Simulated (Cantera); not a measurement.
Input: 1 mol Fe3O4, 2 mol Cl2, at 0.940 bar.

Method: chemical equilibrium by Gibbs-energy minimisation in Cantera with the NASA 1993 tables (ideal gas, pure condensed phases). Candidate condensed phases: Fe, FeCl2, FeCl3, FeO, Fe2O3, Fe3O4; 13 gas species. Condensed phases not in the tables: FeOCl. Rates play no part.

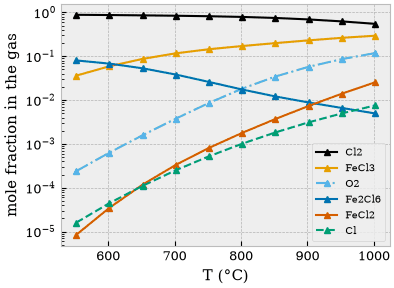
Figure. Equilibrium gas composition (values under 1e-9 drawn at 1e-9)

From 552 °C to 1002 °C the condensed part is Fe2O3(s). The main Fe-bearing gas is Fe2Cl6 at 552 °C and FeCl3 at 1002 °C. The share of Fe in condensed phases is highest at 552 °C (88.9 %) and lowest at 1002 °C (78.7 %).
